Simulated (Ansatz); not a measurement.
Ga2Sb2···Ga (charge +1, triplet)

```yaml
atoms:
  - { symbol: Ga, position_ang: [0.3124, -0.4272, 2.3967] }
  - { symbol: Ga, position_ang: [-1.7330, -0.1564, -1.7212] }
  - { symbol: Ga, position_ang: [2.1096, 0.8018, -1.0107] }
  - { symbol: Sb, position_ang: [0.2487, -1.3862, -0.2100] }
  - { symbol: Sb, position_ang: [-0.9377, 1.1680, 0.5452] }
```

Geometry: r2SCAN-D4/def2-SVP; core potentials replace the inner electrons of Sb.

Theory: UKS PBE0-D4/def2-TZVP in Ansatz.

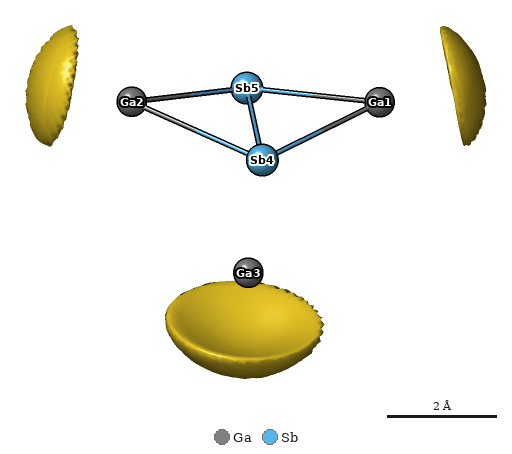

Figure 1. Isosurface of the electron localisation function at 0.8 (yellow), seen across its widest extent. Only the valence region is drawn (cores and ρ < 0.01 e/Å³ removed).

### Identify the bonds, lone pairs and shells in this picture.

At this value the surface marks out three lobes on Ga, pointing away from the bonds (non-bonding electrons).


Ga3···Sb4 (2.98 Å): the ELF reaches about 0.55 near the midpoint. Ga–Sb (2.74 Å): the ELF reaches about 0.55 near the midpoint.

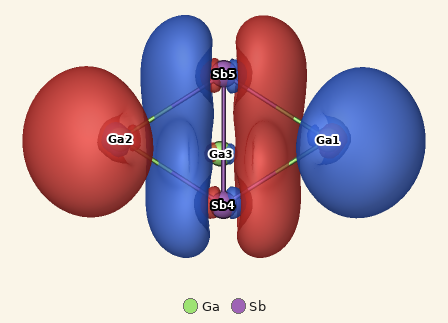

Figure 2. One frontier orbital at ±0.06 Å⁻³ᐟ² (blue and red are the two phases), seen from one side.

### Which orbital is it: HOMO (β) or LUMO (β)?

The LUMO (β), at −7.82 eV. By Hirshfeld shares it lies mainly on Ga1 (about 30 %), Ga2 (about 30 %), Sb5 (about 20 %) and Sb4 (about 15 %).

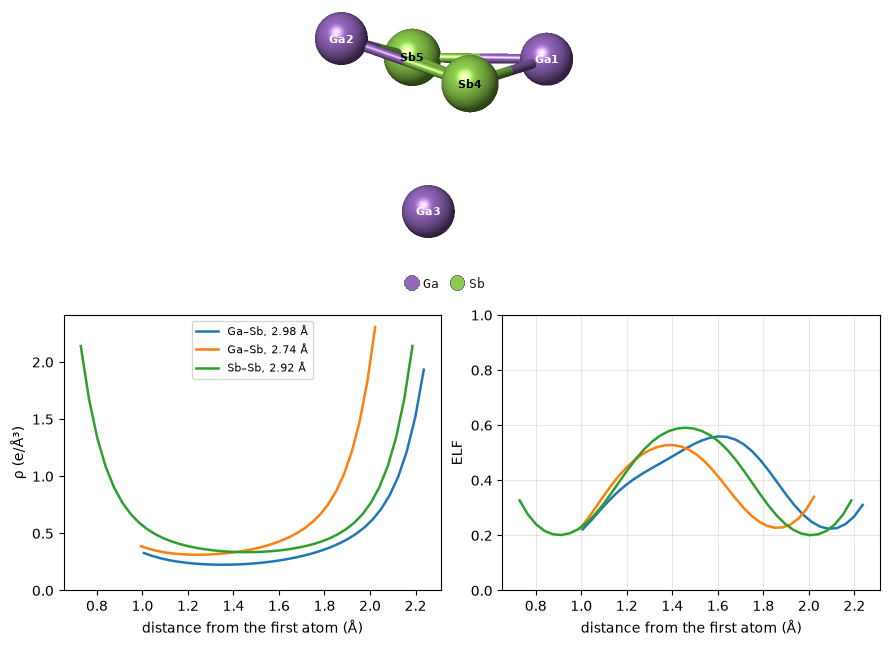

Figure 3. Electron density and ELF along straight lines between neighbouring atoms. The curves leave out the atomic cores. The structure is drawn too.

### What can be read from the curves?

Ga3···Sb4 (2.98 Å): the density falls to about 0.23 e/Å³ on the way; the ELF reaches about 0.55 near the midpoint.
Ga–Sb (2.74 Å): ρ at the midpoint is about 0.33 e/Å³; the ELF reaches about 0.55 near the midpoint.
Sb–Sb (2.92 Å): ρ at the midpoint is about 0.34 e/Å³; the ELF reaches about 0.60 near the midpoint.
